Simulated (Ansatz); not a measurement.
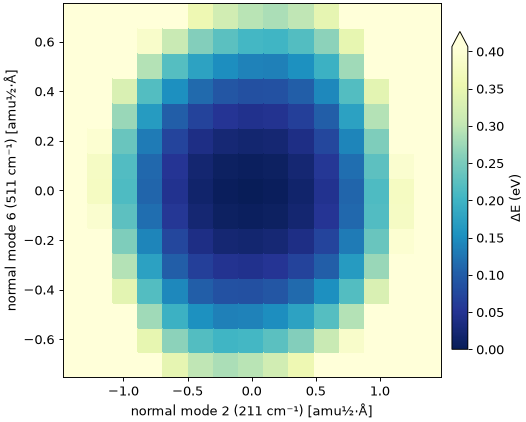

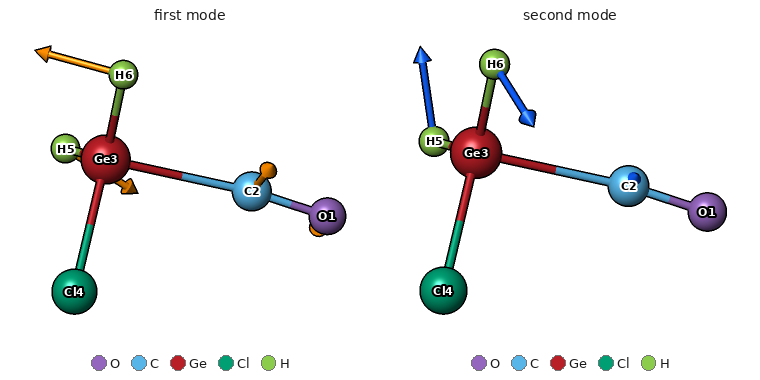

Energy landscape of CH2ClGeO, SMILES O=[C+][GeH2][Cl], charge +1. Coordinates scanned: (1) normal mode 2 (211 cm⁻¹); (2) normal mode 6 (511 cm⁻¹). Nothing is relaxed (straight displacements along the two mass-weighted modes). The grid has 15 × 15 points; 114 points were computed and 111 follow by symmetry. Energies: eV, counted from the lowest grid point. Method: RKS PBE-D4/def2-SVP in Ansatz 0.2.0.

In the figure: one coloured cell a grid point, one colour for all values above the top of the scale. The second picture is the structure at the lowest point

> Summarise what can be read from the map.

The lowest grid point is at normal mode 2 (211 cm⁻¹) = 0.000 amu½·Å, normal mode 6 (511 cm⁻¹) = 0.000 amu½·Å. No other kind of well shows on this grid. The highest grid point, normal mode 2 (211 cm⁻¹) = −1.375 amu½·Å, normal mode 6 (511 cm⁻¹) = −0.704 amu½·Å, lies 1.05 eV above the lowest.

Grid values (eV):

```tsv
normal mode 6 (511 cm⁻¹) ↓, normal mode 2 (211 cm⁻¹) →	−1.375	−1.179	−0.983	−0.786	−0.590	−0.393	−0.197	0.000	0.197	0.393	0.590	0.786	0.983	1.179	1.375
0.704	1.05	0.81	0.63	0.50	0.42	0.36	0.32	0.29	0.29	0.30	0.34	0.43	0.58	0.78	1.05
0.603	0.92	0.68	0.51	0.39	0.31	0.26	0.22	0.21	0.20	0.22	0.26	0.35	0.48	0.68	0.95
0.503	0.81	0.57	0.41	0.29	0.22	0.18	0.15	0.14	0.14	0.15	0.20	0.28	0.41	0.60	0.86
0.402	0.73	0.49	0.33	0.22	0.15	0.11	0.09	0.08	0.09	0.10	0.14	0.22	0.34	0.53	0.78
0.302	0.67	0.43	0.27	0.17	0.10	0.07	0.05	0.05	0.05	0.06	0.10	0.17	0.29	0.47	0.71
0.201	0.63	0.40	0.24	0.13	0.07	0.04	0.02	0.02	0.02	0.04	0.07	0.14	0.25	0.42	0.66
0.101	0.61	0.38	0.22	0.11	0.05	0.02	0.01	0.00	0.01	0.02	0.05	0.12	0.23	0.39	0.63
0.000	0.61	0.38	0.21	0.11	0.05	0.02	0.00	0.00	0.00	0.02	0.05	0.11	0.21	0.38	0.61
−0.101	0.63	0.39	0.23	0.12	0.05	0.02	0.01	0.00	0.01	0.02	0.05	0.11	0.22	0.38	0.61
−0.201	0.66	0.42	0.25	0.14	0.07	0.04	0.02	0.02	0.02	0.04	0.07	0.13	0.24	0.40	0.63
−0.302	0.71	0.47	0.29	0.17	0.10	0.06	0.05	0.05	0.05	0.07	0.10	0.17	0.27	0.43	0.67
−0.402	0.78	0.53	0.34	0.22	0.14	0.10	0.09	0.08	0.09	0.11	0.15	0.22	0.33	0.49	0.73
−0.503	0.86	0.60	0.41	0.28	0.20	0.15	0.14	0.14	0.15	0.18	0.22	0.29	0.41	0.57	0.81
−0.603	0.95	0.68	0.48	0.35	0.26	0.22	0.20	0.21	0.22	0.26	0.31	0.39	0.51	0.68	0.92
−0.704	1.05	0.78	0.58	0.43	0.34	0.30	0.29	0.29	0.32	0.36	0.42	0.50	0.63	0.81	1.05
```

The input of one point:

```yaml
crystal:
  periodic: [false, false, false]
  atoms:
    - { symbol: O, position_ang: [0.545175, -2.222889, 0.968108] }
    - { symbol: C, position_ang: [0.410479, -1.169122, 0.584678] }
    - { symbol: Ge, position_ang: [-0.048274, 0.754952, -0.245299] }
    - { symbol: Cl, position_ang: [-1.860237, 0.197913, -1.191333] }
    - { symbol: H, position_ang: [1.161628, 0.898389, -1.181357] }
    - { symbol: H, position_ang: [-0.20878, 1.540758, 1.065192] }
total_charge: 1
basis:
  gaussian: { orbitals: def2-SVP }
hamiltonian:
  xc: pbe
  dispersion: d4
output:
  forces: true
```

The whole map (114 points run) took 9.3 min on 1 thread of Arm Neoverse V2 (shared host).
